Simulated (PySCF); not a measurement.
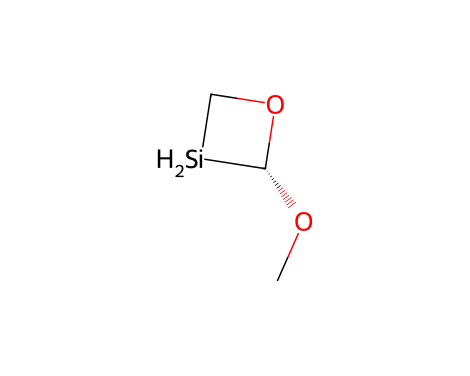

2D structure.

Give its SMILES.

CO[C@H]1OC[SiH2]1

What is the molecular formula?

C3H8O2Si.

An optimisation with GFN2-xTB gave a structure of which point group?

C1.

The parts below concern this one geometry. Atoms keep their numbers from picture to picture. The computed structure is the end point of a GFN2-xTB optimisation. No frequency run is at hand to confirm it as a minimum.

### Geometry

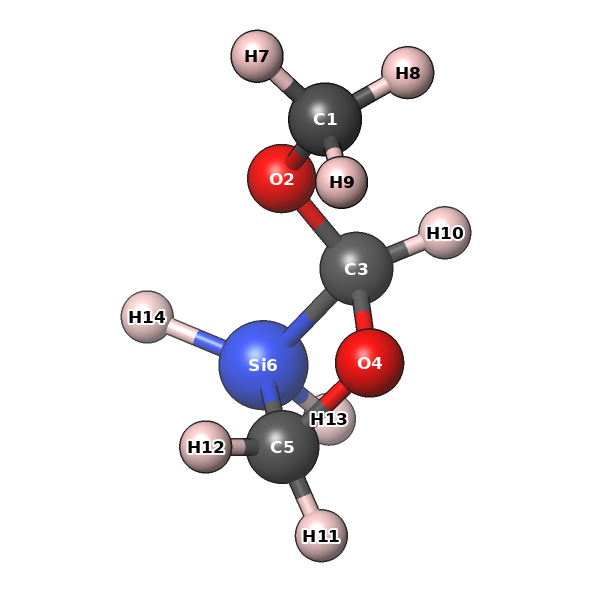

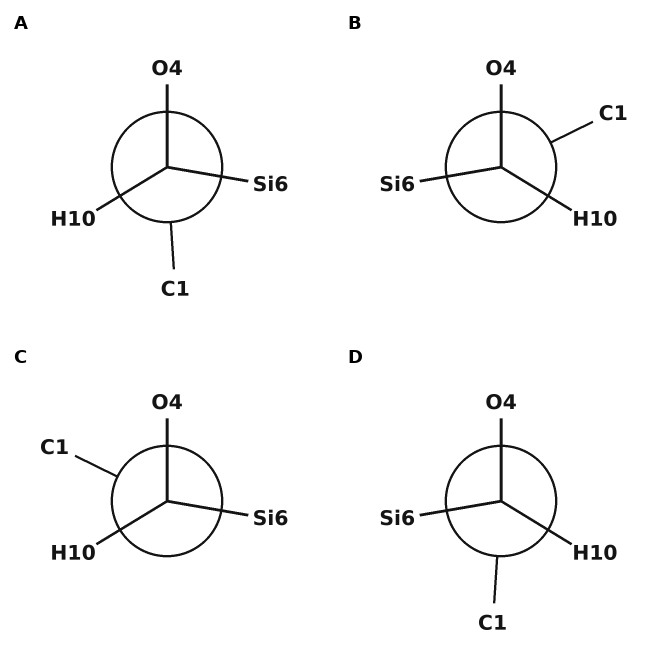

Distant atoms are faded towards the background colour. Bonds that would overlap in a projection are set slightly apart. No frequency run is at hand to confirm it as a minimum.

Which Newman projection shows the view along C3–O2, with C3 in front?

B. The torsion angle Si6–C3–O2–C1 is 164°, antiperiplanar (anti).

### Dipole moment

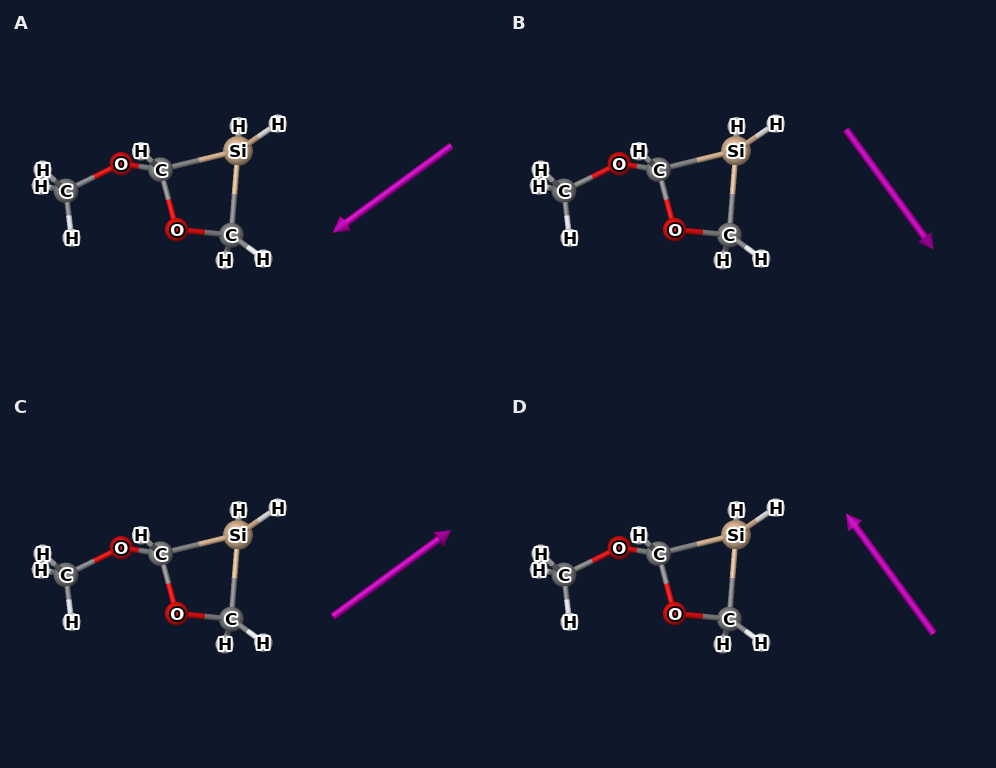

The same molecule four times, each with an arrow. No frequency run is at hand to confirm it as a minimum. Method: ωB97X-D/def2-SVPD, gas phase (PySCF 2.14.0).

Which arrow points along the dipole moment, from the negative to the positive end?

C. The dipole moment is 0.87 D.

### Excitation

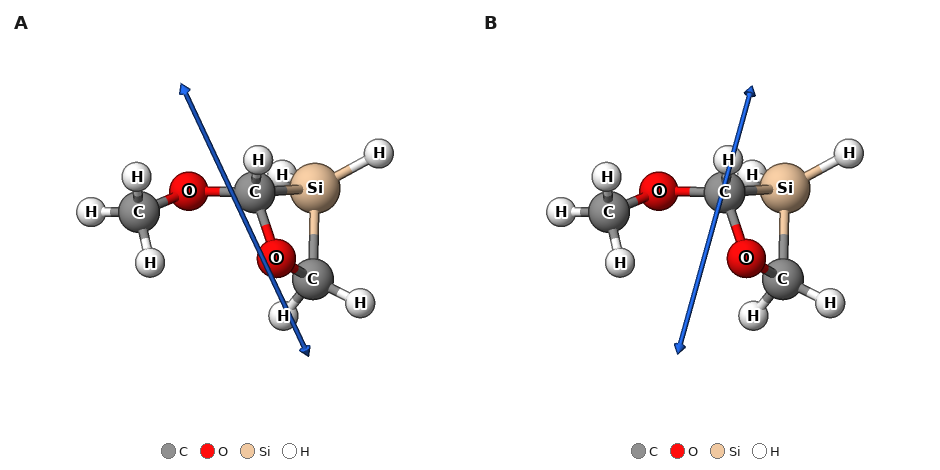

The double arrows show the directions of two transition dipoles from the ground state (lengths mean nothing). No frequency run is at hand to confirm it as a minimum. Level of theory: TDDFT ωB97X-D/def2-SVPD, vertical, gas phase, core orbitals frozen in the response (PySCF 2.14.0).

One belongs to singlet state 5 and one to singlet state 6. Which is which?

A: state 5, 7.68 eV (161 nm), oscillator strength 0.020, mainly HOMO−1 → LUMO+2 (weight 0.52).
B: state 6, 7.72 eV (161 nm), oscillator strength 0.036, mainly HOMO−3 → LUMO (weight 0.68).

### Polarisability

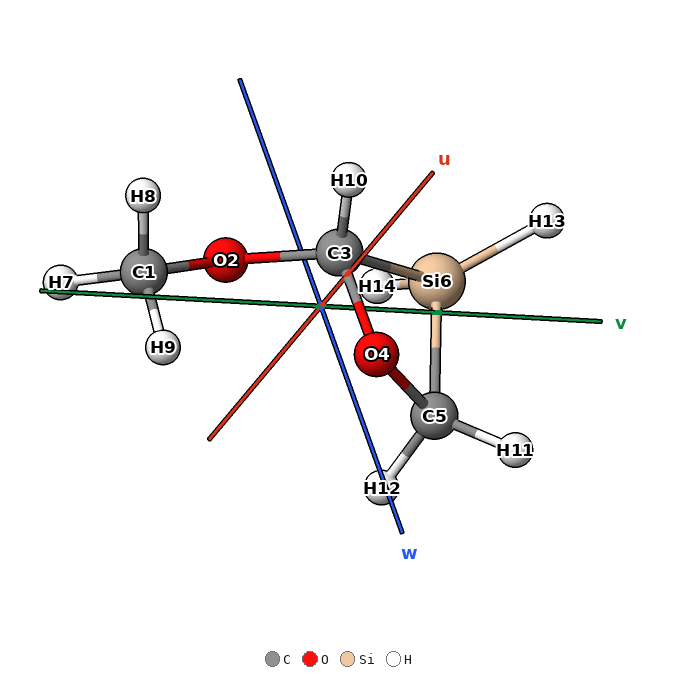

The lines u, v and w are the principal axes of the static dipole polarisability. No frequency run is at hand to confirm it as a minimum. Method: ωB97X-D/def2-SVPD (PySCF 2.14.0).

Along which axis is the molecule most polarisable, and along which least?

Most along v (close to the long direction C1···Si6), least along u.

Give the three principal values.

u 61.8, v 80.6, w 67.7 bohr³; mean 70.0, anisotropy 16.6 bohr³.

The geometry is semi-empirical. Around Si such bond lengths and angles can be off by a tenth of an ångström or more and by several degrees, and values that hang on the shape move with them.
